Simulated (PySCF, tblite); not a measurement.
# C₃H₄FN: dynamics, then NMR shifts on frames

Aim: move C₃H₄FN (`FCC1=NC1`) away from its starting geometry and see how NMR shifts follow the geometry.

Programs: tblite 0.8.0 and PySCF 2.14.0, with density-fitted response routines of our own. Each step states its level of theory. These are calculated values for one molecule in the gas phase, unless marked as measured. Atoms are numbered from 0 throughout.

## (1) Starting geometry

9 atoms, charge 0, multiplicity 1; geometry from: GFN2-xTB.

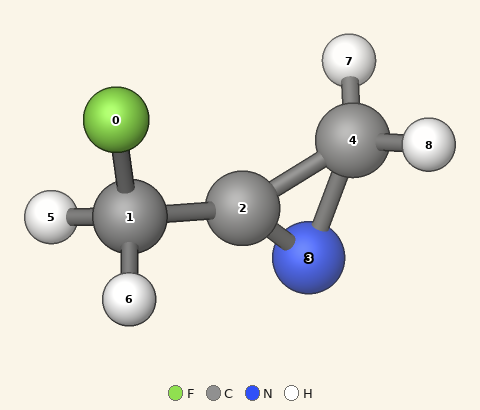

The starting geometry (fluorine green, carbon grey, nitrogen blue, hydrogen white), atoms numbered; sticks join atoms by distance.

## (2) A short Langevin run with GFN2-xTB

The job: settings as JSON, then the geometry in Å.

```
{"job": {"kind": "md", "xc": "GFN2-xTB", "basis": "xTB", "temperature": 300, "steps": 2000, "every": 50, "frames": 5}, "charge": 0, "multiplicity": 1}
F      1.523553     0.552288     1.206806
C      1.287461    -0.219161     0.097941
C     -0.117839    -0.186902    -0.291769
N     -0.977715    -0.597377    -1.109276
C     -1.453981     0.319100    -0.023140
H      1.594275    -1.244929     0.340651
H      1.918950     0.168611    -0.712063
H     -2.046252    -0.115874     0.770433
H     -1.714890     1.330238    -0.304763
```

With the program's defaults for keys left out, this is: GFN2-xTB Langevin dynamics, gas phase.

Launch:

```
$ OMP_NUM_THREADS=1 python probes_run.py task.json out
```

One launch serves the whole session: the jobs run in the order shown.

Log:

```text
t/fs     T/K      E/eV
    0.0   279.1   -436.11483
   25.0   195.0   -435.84753
   50.0   236.0   -435.91894
   75.0   228.2   -435.88022
  100.0   250.2   -435.86768
  125.0   275.9   -435.90306
  150.0   225.5   -435.87641
  175.0   251.0   -435.88737
  200.0   155.3   -435.93825
  225.0   210.9   -435.98596
  250.0   276.0   -435.97672
  275.0   195.8   -435.94110
  300.0   262.2   -435.96346
  325.0   146.3   -435.83976
  350.0   295.0   -436.03676
  375.0   173.2   -435.97838
  400.0   291.9   -436.00926
  425.0   197.2   -435.82619
  450.0   185.1   -435.90582
  475.0   219.9   -435.83559
  500.0   292.8   -435.91082
  525.0   191.1   -435.81774
  550.0   346.6   -435.95652
  575.0   273.1   -435.86717
  600.0   416.7   -435.89847
  625.0   221.0   -435.71298
  650.0   261.1   -435.76481
  675.0   273.0   -435.86003
  700.0   333.1   -435.82460
  725.0   365.3   -435.90482
  750.0   289.0   -435.75535
  775.0   378.7   -435.84598
  800.0   349.7   -435.68461
  825.0   410.5   -435.87754
  850.0   316.5   -435.83736
  875.0   320.8   -435.88279
  900.0   304.5   -435.97632
  925.0   168.6   -435.65763
  950.0   320.1   -435.70936
  975.0   459.8   -435.86620
 1000.0   200.4   -435.68983
```

It took 4.1 s on 1 thread of AMD EPYC 9R14, shared host; peak memory 0.18 GiB.

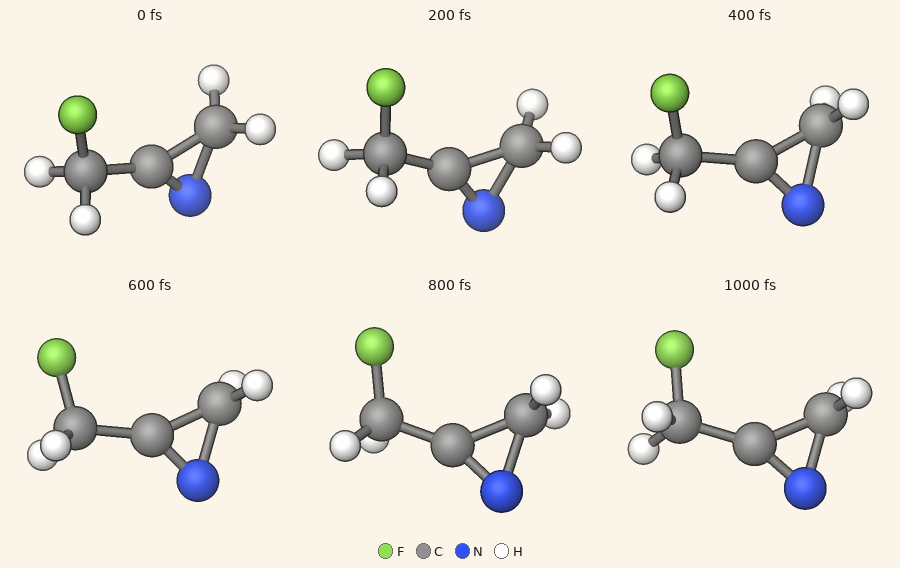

Frames of the run.

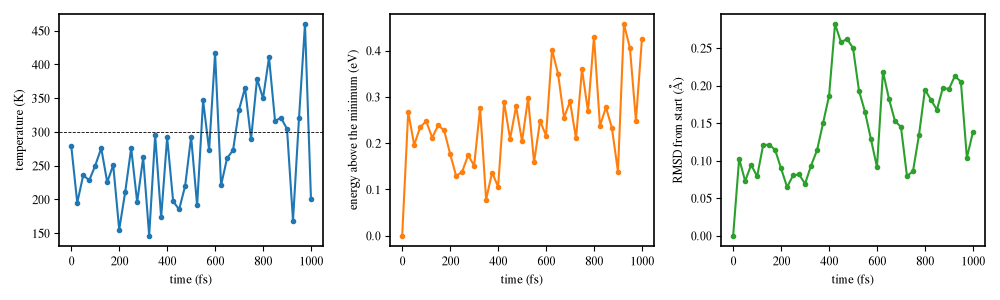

Temperature, potential energy and distance from the start.

Positions (Å) and forces (eV/Å) at 1000 fs:

```xyz
9

F    -0.482    0.143    2.008   -1.139   -0.687    0.340
C     0.002    0.209    0.719    0.211   -0.264    0.290
C    -0.943    0.929   -0.155   -0.969   -0.506   -0.060
N    -1.441    1.282   -1.267    1.102   -0.739   -0.001
C    -2.318    1.471   -0.107   -0.116   -0.109    0.178
H     0.271   -0.876    0.416   -0.390    1.689    0.146
H     0.843    0.830    1.018    0.998    0.114   -1.311
H    -3.201    0.831    0.018    0.496    0.167   -0.104
H    -2.456    2.506    0.125   -0.193    0.336    0.522
```

## (3) NMR shieldings: 250 fs, PBE0/pcSseg-1

The job: settings as JSON, then the geometry in Å.

```
{"job": {"kind": "nmr", "xc": "PBE0", "basis": "pcSseg-1", "pop": false}, "charge": 0, "multiplicity": 1}
F      1.032800     0.204000     1.627200
C      1.076200    -0.571300     0.465800
C     -0.104800    -0.409500    -0.322500
N     -0.784400    -0.772700    -1.301800
C     -1.394400     0.271100    -0.379100
H      1.105800    -1.598500     0.880700
H      2.038700    -0.352600     0.001600
H     -2.217200     0.078600     0.295900
H     -1.464900     1.228000    -0.830600
```

Level: GIAO PBE0/pcSseg-1 NMR shielding, non-relativistic, gas phase.

Log:

```text
coarse grid: 7888 points
cycle   1  E = -270.8108324562  dE =  7.750e-01  |g| = 5.195e-01  |ddm| = 2.664e+00
cycle   2  E = -270.7244819683  dE =  8.635e-02  |g| = 8.785e-01  |ddm| = 9.503e-01
cycle   3  E = -270.8600057896  dE = -1.355e-01  |g| = 1.058e-01  |ddm| = 6.060e-01
cycle   4  E = -270.8614472087  dE = -1.441e-03  |g| = 6.525e-02  |ddm| = 1.079e-01
cycle   5  E = -270.8622964353  dE = -8.492e-04  |g| = 7.541e-03  |ddm| = 4.550e-02
cycle   6  E = -270.8623084149  dE = -1.198e-05  |g| = 2.642e-03  |ddm| = 1.020e-02
cycle   7  E = -270.8623100033  dE = -1.588e-06  |g| = 5.036e-04  |ddm| = 2.569e-03
final grid: 77712 points
cycle   8  E = -270.8976998463  dE = -2.431e-05  |g| = 6.208e-03  |ddm| = 1.957e-02
cycle   9  E = -270.8976969957  dE =  2.851e-06  |g| = 7.659e-03  |ddm| = 1.054e-02
cycle  10  E = -270.8977085636  dE = -1.157e-05  |g| = 1.305e-03  |ddm| = 5.651e-03
cycle  11  E = -270.8977088581  dE = -2.944e-07  |g| = 3.763e-04  |ddm| = 1.061e-03
cycle  12  E = -270.8977088835  dE = -2.547e-08  |g| = 1.455e-04  |ddm| = 3.038e-04
cycle  13  E = -270.8977088873  dE = -3.760e-09  |g| = 2.019e-05  |ddm| = 9.640e-05
cycle  14  E = -270.8977088874  dE = -7.333e-11  |g| = 8.715e-06  |ddm| = 2.297e-05
converged SCF energy = -270.8977088874

GIAO shielding tensors (ppm)
atom      isotropic    diamagn.    paramagn.     s11        s22        s33       span
  0 F      420.023     473.041     -53.018    376.840    422.104    461.124     84.284
  1 C      105.013     239.211    -134.198     67.671     88.506    158.862     91.191
  2 C       13.491     255.395    -241.904   -145.832     47.716    138.589    284.421
  3 N      -49.403     327.884    -377.287   -335.129   -100.200    287.118    622.247
  4 C      168.536     250.703     -82.168    106.232    152.362    247.013    140.781
  5 H       25.246      26.070      -0.824     20.551     25.744     29.441      8.889
  6 H       25.497      26.477      -0.980     21.211     25.635     29.645      8.435
  7 H       30.251      30.035       0.216     25.741     26.883     38.129     12.388
  8 H       31.069      31.186      -0.116     25.575     27.750     39.883     14.307
```

Run time: 5.8 s. Hardware: 1 thread of AMD EPYC 9R14, shared host; peak memory 0.48 GiB.

The references, computed at this level on geometries of the same kind, shield at (ppm): ¹H TMS 31.72, ¹³C TMS 186.9, ¹⁹F CFCl3 170.9, ¹⁵N NH3 267.7. Their shielding less the atom's gives the shift. The references are single molecules in the gas phase, so shifts against H2O, NH3, PH3, H3PO4 or CFCl3 are not on the usual liquid scales and can be off by tens of ppm. Each atom is listed at this fixed geometry, with no averaging over motion; a spectrum would average atoms that exchange fast.

```csv
atoms,environment,σ (ppm),δ (ppm)
C2,C=N carbon,13.5,173.4
C1,sp3 CH2 bonded to F,105.0,81.9
C4,three-membered-ring carbon,168.5,18.4
H5,hydrogen on an sp3 CH2 bonded to F,25.25,6.47
H6,hydrogen on an sp3 CH2 bonded to F,25.50,6.22
H7,hydrogen on a three-membered-ring carbon,30.25,1.47
H8,hydrogen on a three-membered-ring carbon,31.07,0.65
F0,fluorine on an sp3 carbon,420.0,-249.1
N3,imine nitrogen,-49.4,317.1
```

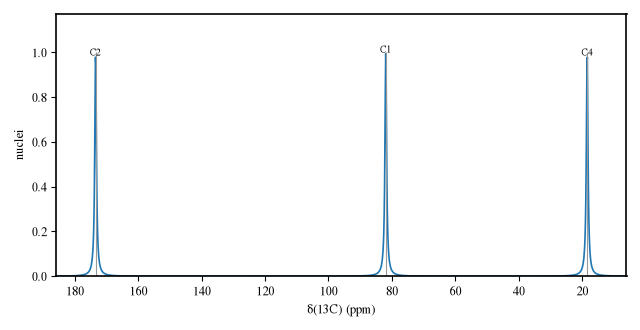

¹³C lines at the computed shifts, without couplings. Lines are broadened to a width of 0.62 ppm (Lorentzian).

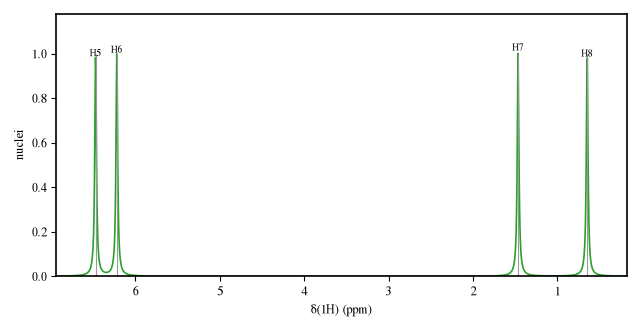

¹H lines at the computed shifts, without couplings. Lines are broadened to a width of 0.02 ppm (Lorentzian).

Ring of atoms C2, N3, C4: NICS(0) -31.9, NICS(1) -8.7, NICS(1)zz -18.9 ppm (means of both faces).

In rings of three or four atoms NICS is ruled by the nearby σ bonds, so it says little on aromaticity.

Orbitals, density, ELF and potential are computed afterwards from the orbital file.

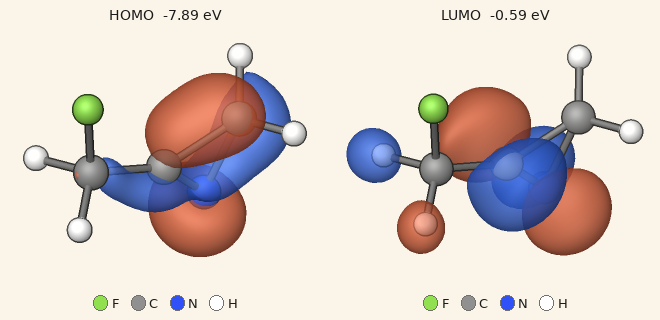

Frontier orbitals at PBE0/pcSseg-1; each surface holds 70 % of the orbital's density, blue and red mark the sign.

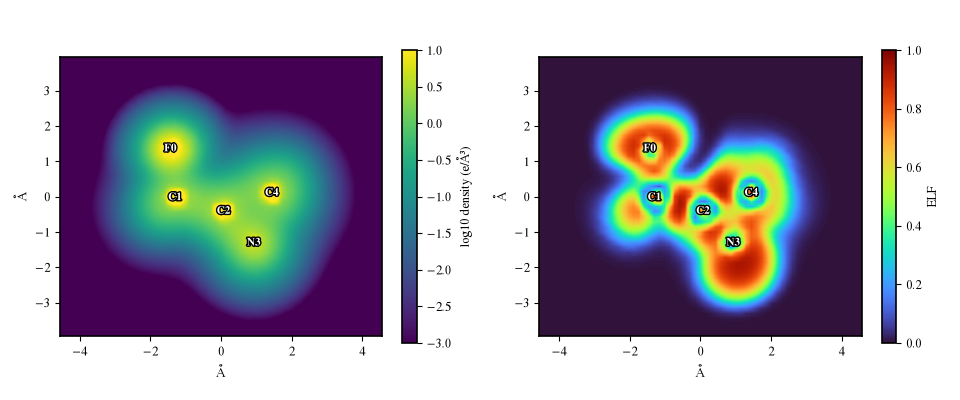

Density (left) and ELF (right) in a plane through or near 5 of the atoms.

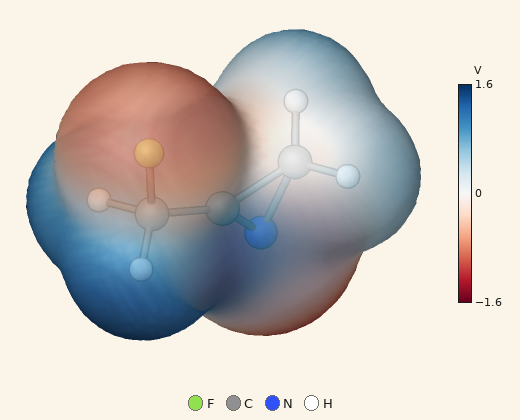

Electrostatic potential on the surface of density 0.002 e/bohr³; red is low, blue high. It runs from -1.60 V near N3 to 1.46 V near H6.

(Part 1 of 2 ends here.)
